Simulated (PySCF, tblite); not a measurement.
**C₄H₁₂OSi₂: dynamics, then NMR shifts on frames, part 1 of 2**

Aim: move C₄H₁₂OSi₂ (`CO[C@H]1[SiH2][C@H](C)[SiH2]1`) away from its starting geometry and see how NMR shifts follow the geometry.

Computed with tblite 0.8.0 and PySCF 2.14.0, with density-fitted response routines of our own, on a single molecule in the gas phase. Atoms count from 0, in the outputs and in this text.

### 1 Starting geometry

19 atoms, charge 0, multiplicity 1; geometry from: GFN2-xTB.

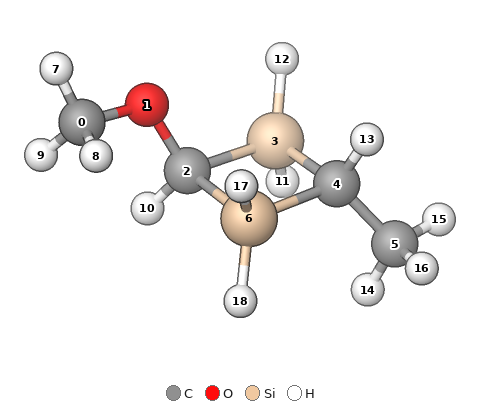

The starting geometry (carbon grey, oxygen red, silicon light orange, hydrogen white), atoms numbered; sticks join atoms by distance.

### 2 Dynamics with GFN2-xTB

The job: settings as JSON, then the geometry in Å.

```
{"job": {"kind": "md", "xc": "GFN2-xTB", "basis": "xTB", "temperature": 600, "steps": 2000, "every": 50, "frames": 5}, "charge": 0, "multiplicity": 1}
C      3.083527    -0.239808     0.585141
O      2.022422     0.659288     0.449912
C      0.756457     0.086797     0.783116
Si    -0.638988     1.406481     0.581221
C     -1.336878     0.317090    -0.851577
C     -2.794298    -0.119799    -0.745772
Si    -0.001183    -1.047751    -0.592503
H      3.988953     0.287779     0.287922
H      2.943587    -1.122216    -0.053847
H      3.184651    -0.580722     1.625092
H      0.831604    -0.368664     1.780793
H     -1.535530     1.489179     1.738668
H     -0.154319     2.730937     0.208474
H     -1.210663     0.811655    -1.818099
H     -2.979693    -0.618375     0.202926
H     -3.461790     0.738291    -0.811595
H     -3.052135    -0.812275    -1.546353
H      0.863249    -1.287707    -1.748625
H     -0.518778    -2.320930    -0.082357
```

With the program's defaults for keys left out, this is: GFN2-xTB Langevin dynamics, gas phase.

On the command line:

```console
OMP_NUM_THREADS=1 python probes_run.py task.json out
```

The driver reads the jobs from task.json and runs them one after another.

The program printed:

```text
t/fs     T/K      E/eV
    0.0   487.5   -602.78743
   25.0   315.6   -602.10357
   50.0   390.4   -602.00304
   75.0   470.3   -601.95914
  100.0   546.3   -601.79495
  125.0   579.3   -601.69013
  150.0   692.9   -601.48066
  175.0   612.2   -601.35407
  200.0   519.9   -601.23728
  225.0   390.1   -600.73553
  250.0   592.7   -601.20175
  275.0   594.0   -601.28069
  300.0   702.9   -601.07163
  325.0   741.8   -601.34606
  350.0   606.3   -601.28896
  375.0   479.9   -601.25976
  400.0   550.4   -601.46415
  425.0   586.1   -601.84649
  450.0   576.1   -601.77081
  475.0   588.5   -601.37480
  500.0   593.5   -601.45529
  525.0   631.9   -601.83131
  550.0   727.3   -601.75711
  575.0   582.8   -601.29944
  600.0   580.7   -601.25966
  625.0   613.7   -601.17898
  650.0   606.9   -600.60271
  675.0   772.5   -601.02959
  700.0   747.9   -601.07251
  725.0   608.5   -600.63403
  750.0   592.9   -600.79217
  775.0   670.8   -601.28743
  800.0   707.2   -601.34655
  825.0   664.3   -601.39351
  850.0   579.7   -601.45925
  875.0   659.6   -601.58522
  900.0   480.6   -601.69009
  925.0   447.6   -601.82454
  950.0   663.2   -601.75164
  975.0   454.9   -601.63764
 1000.0   525.3   -601.82252
```

Run time: 17 s. Hardware: 1 thread of Arm Neoverse V1, shared host; peak memory 0.18 GiB.

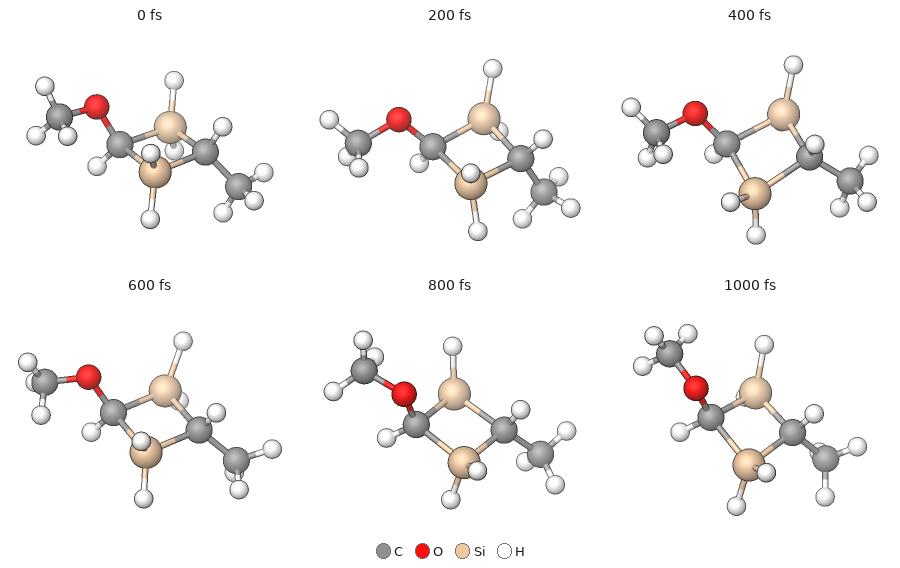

Frames of the run.

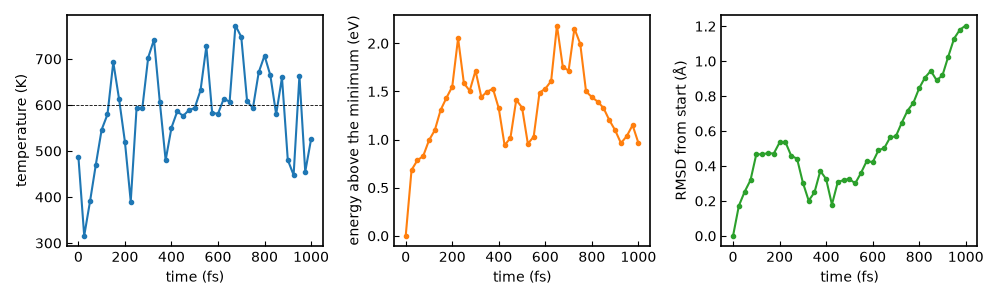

Temperature, potential energy and distance from the start.

Positions (Å) and forces (eV/Å) at 1000 fs:

```xyz
19

C     3.650    1.283    0.199   -0.953   -0.363    2.041
O     2.670    0.373   -0.226    0.450   -0.588   -0.720
C     1.518    0.253    0.608    1.085   -1.161    1.099
Si    0.349    1.746    0.469    1.197    2.167    0.851
C    -0.844    0.612   -0.345   -2.950   -0.715   -0.704
C    -2.373    0.640    0.076    0.553   -1.217    1.748
Si    0.141   -1.010   -0.045   -0.180    0.094    0.272
H     3.227    2.266    0.228   -0.106    0.955   -0.333
H     4.574    1.240   -0.316    0.406   -0.263   -1.116
H     3.920    1.090    1.259   -0.103   -0.236   -0.014
H     1.894   -0.090    1.657   -0.465    0.645   -1.133
H    -0.001    2.306    1.820    0.086   -0.120   -0.602
H     0.954    2.839   -0.466   -0.570   -0.766    0.779
H    -0.877    0.912   -1.405    0.140   -0.476    0.079
H    -2.952    1.122   -0.654   -0.816    0.033   -1.236
H    -2.875   -0.360    0.434    1.233    1.564   -1.137
H    -2.510    1.292    0.933    0.267    0.034    0.419
H     0.107   -1.777   -1.325    0.309    0.055    0.607
H    -0.414   -1.756    1.182    0.418    0.359   -0.901
```

### 3 NMR shieldings: 250 fs, PBE0/pcSseg-1

The job: settings as JSON, then the geometry in Å.

```
{"job": {"kind": "nmr", "xc": "PBE0", "basis": "pcSseg-1", "pop": false}, "charge": 0, "multiplicity": 1}
C      2.622200    -1.233500     1.128200
O      1.858900    -0.264700     0.607900
C      0.431300    -0.404500     0.833000
Si    -0.370500     0.977700    -0.029300
C     -1.458500    -0.333600    -0.900900
C     -2.931500    -0.443300    -0.422000
Si    -0.188500    -1.816500    -0.509400
H      3.649300    -1.130000     0.795100
H      2.303500    -2.341500     0.967200
H      2.845400    -1.076400     2.130400
H      0.263900    -0.566900     1.894100
H     -1.306000     2.042400     0.747400
H      0.058900     1.904700    -1.115200
H     -1.355100    -0.118900    -2.012100
H     -2.902500    -0.967700     0.538100
H     -3.409900     0.555400    -0.440900
H     -3.608800    -0.914000    -1.136400
H      0.514000    -2.036600    -1.823200
H     -0.881000    -2.983300     0.057300
```

With the program's defaults for keys left out, this is: GIAO PBE0/pcSseg-1 NMR shielding, non-relativistic, gas phase.

The program printed:

```text
coarse grid: 16120 points
cycle   1  E = -813.0327043585  dE =  5.736e-01  |g| = 6.346e-01  |ddm| = 3.825e+00
cycle   2  E = -812.9193392968  dE =  1.134e-01  |g| = 9.549e-01  |ddm| = 1.612e+00
cycle   3  E = -813.1230313163  dE = -2.037e-01  |g| = 7.474e-02  |ddm| = 1.086e+00
cycle   4  E = -813.1238260218  dE = -7.947e-04  |g| = 3.772e-02  |ddm| = 8.442e-02
cycle   5  E = -813.1241348977  dE = -3.089e-04  |g| = 9.925e-03  |ddm| = 3.974e-02
cycle   6  E = -813.1241556017  dE = -2.070e-05  |g| = 3.367e-03  |ddm| = 1.191e-02
cycle   7  E = -813.1241583306  dE = -2.729e-06  |g| = 4.511e-04  |ddm| = 3.353e-03
final grid: 144360 points
cycle   8  E = -813.1759159886  dE = -2.243e-05  |g| = 1.072e-02  |ddm| = 2.379e-02
cycle   9  E = -813.1758890413  dE =  2.695e-05  |g| = 1.582e-02  |ddm| = 1.871e-02
cycle  10  E = -813.1759386981  dE = -4.966e-05  |g| = 1.374e-03  |ddm| = 1.193e-02
cycle  11  E = -813.1759391243  dE = -4.262e-07  |g| = 2.122e-04  |ddm| = 1.371e-03
cycle  12  E = -813.1759391340  dE = -9.671e-09  |g| = 4.846e-05  |ddm| = 2.281e-04
cycle  13  E = -813.1759391346  dE = -5.600e-10  |g| = 1.776e-05  |ddm| = 8.424e-05
converged SCF energy = -813.1759391346

GIAO shielding tensors (ppm)
atom      isotropic    diamagn.    paramagn.     s11        s22        s33       span
  0 C      130.885     236.889    -106.004     95.771    107.331    189.553     93.782
  1 O      317.586     398.597     -81.011    287.926    297.803    367.028     79.102
  2 C       93.109     255.030    -161.922     33.926     96.692    148.708    114.781
  3 Si     373.613     881.013    -507.400    279.545    379.535    461.760    182.214
  4 C      179.098     259.272     -80.174    168.419    181.655    187.219     18.800
  5 C      166.671     240.779     -74.107    145.732    168.644    185.637     39.905
  6 Si     381.336     881.050    -499.714    348.926    355.947    439.135     90.209
  7 H       28.113      27.315       0.799     24.014     25.371     34.955     10.941
  8 H       28.118      26.164       1.954     24.953     26.126     33.275      8.322
  9 H       29.284      29.090       0.193     25.377     26.442     36.032     10.656
 10 H       26.752      32.394      -5.643     24.002     26.696     29.557      5.555
 11 H       25.631      28.515      -2.884     23.175     23.920     29.799      6.624
 12 H       25.656      29.871      -4.214     23.235     24.031     29.703      6.468
 13 H       29.517      32.142      -2.626     25.020     28.261     35.269     10.248
 14 H       29.869      28.385       1.483     24.951     29.010     35.645     10.694
 15 H       29.626      28.277       1.349     24.368     28.042     36.469     12.101
 16 H       29.879      27.312       2.567     25.325     27.343     36.969     11.644
 17 H       25.984      29.533      -3.549     22.994     24.333     30.626      7.632
 18 H       26.807      29.980      -3.173     23.710     25.043     31.670      7.960
```

Run time: 40 s. Hardware: 1 thread of Arm Neoverse V1, shared host; peak memory 0.86 GiB.

Shifts follow as δ = σ(reference) − σ, with reference shieldings (ppm) from runs at the same level and on the same kind of geometry: 1H TMS 31.72, 13C TMS 186.9, 29Si TMS 349.2, 17O H2O 336.1. The references are single molecules in the gas phase, so shifts against H2O, NH3, PH3, H3PO4 or CFCl3 are not on the usual liquid scales and can be off by tens of ppm. Each atom is listed at this fixed geometry, with no averaging over motion; a spectrum would average atoms that exchange fast.

```csv
atoms,environment,σ (ppm),δ (ppm)
C2,sp3 CH bonded to O and 2 Si,93.1,93.8
C0,methyl carbon bonded to O,130.9,56.0
C5,methyl carbon,166.7,20.3
C4,sp3 CH bonded to 2 Si,179.1,7.8
H11,"hydrogen on a silicon bonded to 2 C, in a 4-membered ring",25.63,6.09
H12,"hydrogen on a silicon bonded to 2 C, in a 4-membered ring",25.66,6.06
H17,"hydrogen on a silicon bonded to 2 C, in a 4-membered ring",25.98,5.73
H10,hydrogen on an sp3 CH bonded to O and 2 Si,26.75,4.97
H18,"hydrogen on a silicon bonded to 2 C, in a 4-membered ring",26.81,4.91
H7,hydrogen on a methyl carbon bonded to O,28.11,3.60
H8,hydrogen on a methyl carbon bonded to O,28.12,3.60
H9,hydrogen on a methyl carbon bonded to O,29.28,2.43
H13,hydrogen on an sp3 CH bonded to 2 Si,29.52,2.20
H15,hydrogen on a methyl carbon,29.63,2.09
H14,hydrogen on a methyl carbon,29.87,1.85
H16,hydrogen on a methyl carbon,29.88,1.84
O1,ether oxygen,317.6,18.5
Si3,"silicon bonded to 2 C, 2 H, in a 4-membered ring",373.6,-24.5
Si6,"silicon bonded to 2 C, 2 H, in a 4-membered ring",381.3,-32.2
```

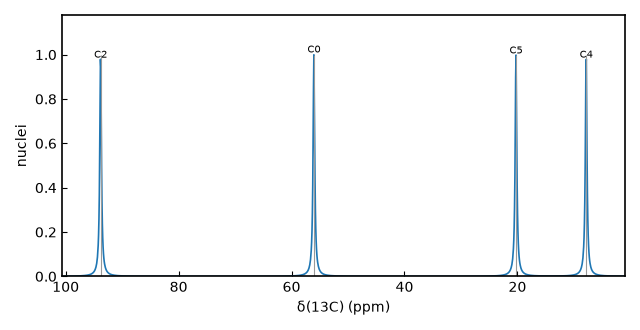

13C lines at the computed shifts, without couplings. Lines are broadened to a width of 0.34 ppm (Lorentzian).

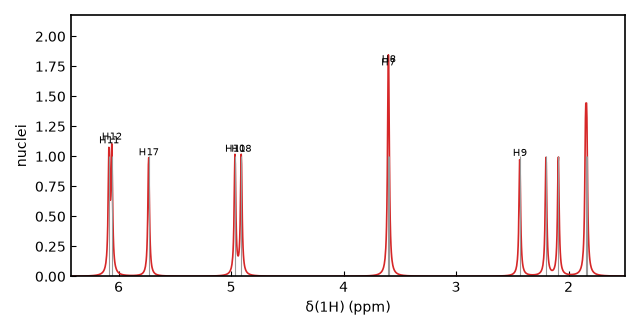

1H lines at the computed shifts, without couplings. Lines are broadened to a width of 0.02 ppm (Lorentzian).

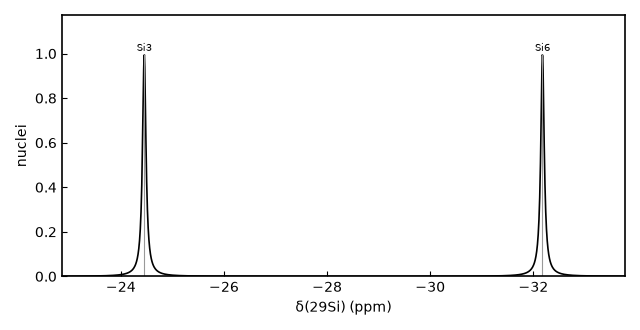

29Si lines at the computed shifts, without couplings. Lines are broadened to a width of 0.08 ppm (Lorentzian).

Ring of atoms C2, Si3, C4, Si6: NICS(0) 1.4, NICS(1) -0.8, NICS(1)zz 5.0 ppm (means of both faces).

The fields below are evaluated on a grid from the run's orbitals.

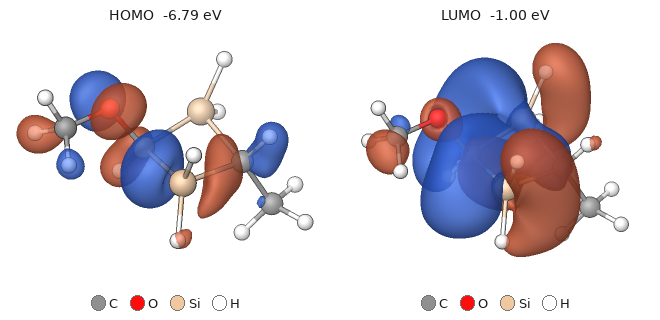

PBE0/pcSseg-1 orbitals near the gap, drawn at the value that encloses 70 % of each; the two colours are the two signs.

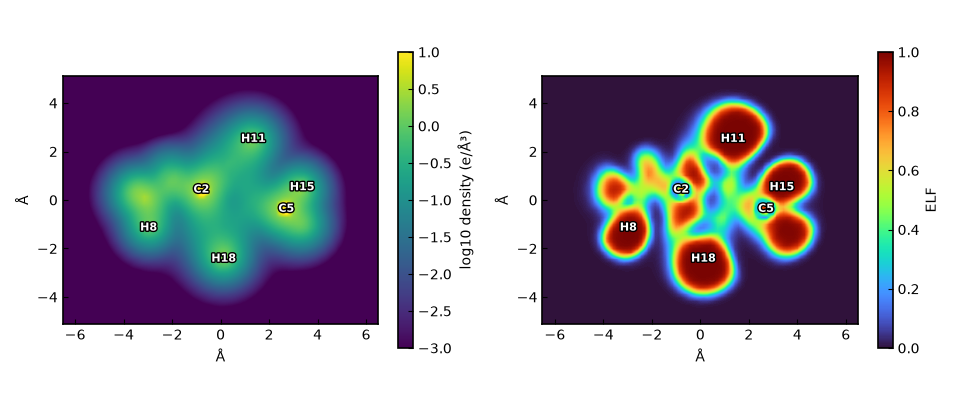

Density (left) and ELF (right) in a plane through or near 6 of the atoms.

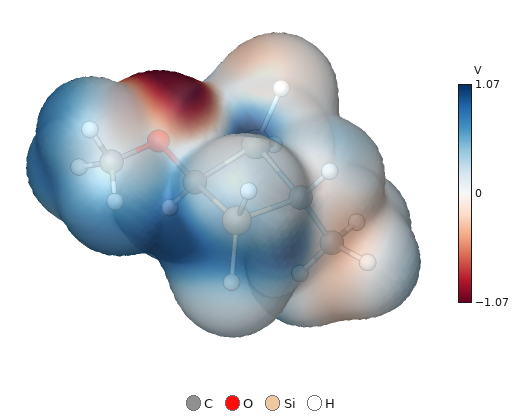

The potential that a unit positive charge feels on the 0.002 e/bohr³ surface, from the 1st to the 99th percentile, from -1.07 V near O1 to 1.03 V near Si3.

### 4 Shielding tensors: 425 fs, PBE0/pcSseg-1

The job: settings as JSON, then the geometry in Å.

```
{"job": {"kind": "nmr", "xc": "PBE0", "basis": "pcSseg-1", "pop": false}, "charge": 0, "multiplicity": 1}
C      3.053400    -1.281300     1.377000
O      2.196600    -0.362800     0.768000
C      0.825000    -0.560600     1.059300
Si    -0.197000     0.744300     0.144100
C     -1.116600    -0.785800    -0.793100
C     -2.664500    -0.778100    -0.738600
Si    -0.174100    -2.107200     0.188300
H      4.014600    -1.171400     0.997800
H      2.696000    -2.335800     1.148100
H      3.051500    -1.132700     2.430700
H      0.688100    -0.497400     2.145400
H     -1.448100     1.351400     0.524200
H      0.584800     1.663800    -0.475900
H     -0.849300    -1.088400    -1.753200
H     -2.970600    -0.879700     0.294200
H     -2.967400     0.160900    -1.126100
H     -3.101500    -1.678700    -1.286900
H      0.664900    -2.956100    -0.590600
H     -0.994300    -2.832600     1.228700
```

Method: GIAO PBE0/pcSseg-1 NMR shielding, non-relativistic, gas phase.

The program printed:

```text
coarse grid: 16120 points
cycle   1  E = -813.0605972681  dE =  6.110e-01  |g| = 6.280e-01  |ddm| = 3.829e+00
cycle   2  E = -812.9526891018  dE =  1.079e-01  |g| = 9.446e-01  |ddm| = 1.588e+00
cycle   3  E = -813.1485295288  dE = -1.958e-01  |g| = 7.962e-02  |ddm| = 1.070e+00
cycle   4  E = -813.1493108516  dE = -7.813e-04  |g| = 4.292e-02  |ddm| = 8.235e-02
cycle   5  E = -813.1497221461  dE = -4.113e-04  |g| = 9.171e-03  |ddm| = 4.456e-02
cycle   6  E = -813.1497401023  dE = -1.796e-05  |g| = 3.252e-03  |ddm| = 1.136e-02
cycle   7  E = -813.1497426858  dE = -2.584e-06  |g| = 2.972e-04  |ddm| = 2.968e-03
final grid: 144360 points
cycle   8  E = -813.2019002243  dE = -2.989e-05  |g| = 1.172e-02  |ddm| = 2.569e-02
cycle   9  E = -813.2018720367  dE =  2.819e-05  |g| = 1.686e-02  |ddm| = 1.966e-02
cycle  10  E = -813.2019273648  dE = -5.533e-05  |g| = 1.352e-03  |ddm| = 1.229e-02
cycle  11  E = -813.2019277647  dE = -3.999e-07  |g| = 2.357e-04  |ddm| = 1.478e-03
cycle  12  E = -813.2019277767  dE = -1.197e-08  |g| = 7.957e-05  |ddm| = 3.162e-04
cycle  13  E = -813.2019277780  dE = -1.339e-09  |g| = 2.952e-05  |ddm| = 9.328e-05
cycle  14  E = -813.2019277782  dE = -2.012e-10  |g| = 5.046e-06  |ddm| = 3.184e-05
converged SCF energy = -813.2019277782

GIAO shielding tensors (ppm)
atom      isotropic    diamagn.    paramagn.     s11        s22        s33       span
  0 C      124.883     243.754    -118.871     91.352     98.641    184.655     93.303
  1 O      332.214     398.724     -66.510    301.132    318.185    377.324     76.192
  2 C      114.536     255.280    -140.745     64.856    106.598    172.153    107.298
  3 Si     353.813     881.664    -527.851    291.086    329.912    440.441    149.355
  4 C      181.309     256.987     -75.678    150.799    186.706    206.422     55.623
  5 C      165.066     245.598     -80.532    147.631    164.636    182.931     35.300
  6 Si     368.619     882.766    -514.147    328.089    354.438    423.329     95.240
  7 H       28.970      29.808      -0.838     25.051     26.161     35.698     10.647
  8 H       28.191      28.339      -0.148     24.611     27.120     32.842      8.232
  9 H       29.212      29.178       0.034     25.356     26.602     35.677     10.321
 10 H       27.560      33.033      -5.473     24.353     27.197     31.131      6.779
 11 H       26.897      31.649      -4.751     23.753     26.059     30.880      7.127
 12 H       28.009      32.339      -4.331     24.937     25.926     33.164      8.227
 13 H       31.058      35.002      -3.945     26.372     31.208     35.593      9.222
 14 H       30.335      30.373      -0.039     26.393     29.552     35.058      8.665
 15 H       30.551      30.000       0.551     25.253     28.644     37.756     12.503
 16 H       29.189      27.006       2.183     24.384     26.902     36.282     11.898
 17 H       27.067      31.815      -4.748     23.241     26.113     31.846      8.605
 18 H       26.601      30.147      -3.546     23.489     25.285     31.030      7.541
```

Wall time 30 s (1 thread of Arm Neoverse V1, shared host); peak memory 0.92 GiB.

This run: δ C2 72.4, C0 62.0, C5 21.9, C4 5.6, H18 5.12, H11 4.82 ppm.

### 5 Shielding tensors: 625 fs, PBE0/pcSseg-1

The job: settings as JSON, then the geometry in Å.

```
{"job": {"kind": "nmr", "xc": "PBE0", "basis": "pcSseg-1", "pop": false}, "charge": 0, "multiplicity": 1}
C      3.623400     0.062300     1.474700
O      2.572300     0.293700     0.632600
C      1.271100    -0.097500     1.137100
Si    -0.041200     1.162600     0.828000
C     -0.835200    -0.052400    -0.337300
C     -2.404000    -0.295900    -0.262500
Si     0.431600    -1.395300     0.004100
H      4.585600     0.109200     0.809800
H      3.747500    -0.983200     1.857000
H      3.555300     0.672400     2.294100
H      1.419200    -0.316500     2.208000
H     -0.697500     1.247500     2.142400
H      0.689500     2.248400     0.455400
H     -0.759400     0.400400    -1.370300
H     -2.878100    -0.306800     0.817600
H     -3.070900     0.239500    -0.855400
H     -2.684200    -1.327400    -0.511900
H      1.081100    -2.256500    -0.993900
H     -0.119100    -2.292100     1.144900
```

Level: GIAO PBE0/pcSseg-1 NMR shielding, non-relativistic, gas phase.

The program printed:

```text
coarse grid: 16120 points
cycle   1  E = -813.0427749750  dE =  6.848e-01  |g| = 6.202e-01  |ddm| = 3.851e+00
cycle   2  E = -812.9591841220  dE =  8.359e-02  |g| = 8.929e-01  |ddm| = 1.535e+00
cycle   3  E = -813.1273943869  dE = -1.682e-01  |g| = 7.691e-02  |ddm| = 1.015e+00
cycle   4  E = -813.1282267574  dE = -8.324e-04  |g| = 3.808e-02  |ddm| = 8.129e-02
cycle   5  E = -813.1285453476  dE = -3.186e-04  |g| = 8.838e-03  |ddm| = 3.992e-02
cycle   6  E = -813.1285622898  dE = -1.694e-05  |g| = 2.880e-03  |ddm| = 1.172e-02
cycle   7  E = -813.1285642847  dE = -1.995e-06  |g| = 3.963e-04  |ddm| = 2.796e-03
final grid: 144360 points
cycle   8  E = -813.1797967806  dE = -2.306e-05  |g| = 1.090e-02  |ddm| = 2.555e-02
cycle   9  E = -813.1797719237  dE =  2.486e-05  |g| = 1.573e-02  |ddm| = 1.813e-02
cycle  10  E = -813.1798202974  dE = -4.837e-05  |g| = 1.192e-03  |ddm| = 1.138e-02
cycle  11  E = -813.1798206128  dE = -3.153e-07  |g| = 2.150e-04  |ddm| = 1.250e-03
cycle  12  E = -813.1798206228  dE = -1.006e-08  |g| = 5.247e-05  |ddm| = 2.456e-04
cycle  13  E = -813.1798206234  dE = -5.966e-10  |g| = 2.280e-05  |ddm| = 8.066e-05
converged SCF energy = -813.1798206234

GIAO shielding tensors (ppm)
atom      isotropic    diamagn.    paramagn.     s11        s22        s33       span
  0 C      124.913     240.509    -115.596     82.655    104.144    187.939    105.284
  1 O      337.135     399.370     -62.234    292.261    322.357    396.787    104.526
  2 C      113.192     256.842    -143.650     70.156     93.368    176.052    105.897
  3 Si     373.837     883.008    -509.171    344.201    349.826    427.484     83.283
  4 C      185.088     255.532     -70.444    159.916    192.042    203.306     43.390
  5 C      169.180     238.366     -69.185    151.489    160.162    195.890     44.400
  6 Si     384.269     880.759    -496.490    320.357    367.406    465.045    144.688
  7 H       26.241      25.090       1.151     21.657     24.020     33.045     11.388
  8 H       28.206      28.380      -0.174     25.184     25.729     33.707      8.522
  9 H       29.527      29.179       0.348     24.626     27.175     36.781     12.155
 10 H       28.102      34.345      -6.242     24.854     27.131     32.323      7.469
 11 H       26.863      30.911      -4.048     23.548     25.606     31.436      7.888
 12 H       27.938      31.847      -3.909     24.197     26.667     32.950      8.753
 13 H       29.275      30.998      -1.723     24.256     29.313     34.255      9.999
 14 H       28.815      26.677       2.137     24.443     27.017     34.985     10.542
 15 H       31.654      28.825       2.830     26.547     28.418     39.999     13.452
 16 H       30.395      28.248       2.147     25.578     28.214     37.393     11.815
 17 H       26.457      29.221      -2.764     22.587     24.894     31.889      9.302
 18 H       25.828      29.642      -3.814     22.697     25.128     29.659      6.962
```

It took 29 s on 1 thread of Arm Neoverse V1, shared host; peak memory 1 GiB.

In short: δ C2 73.7, C0 62.0, C5 17.7, C4 1.8, H18 5.89, H7 5.48 ppm.

(Continued in part 2 of 2.)
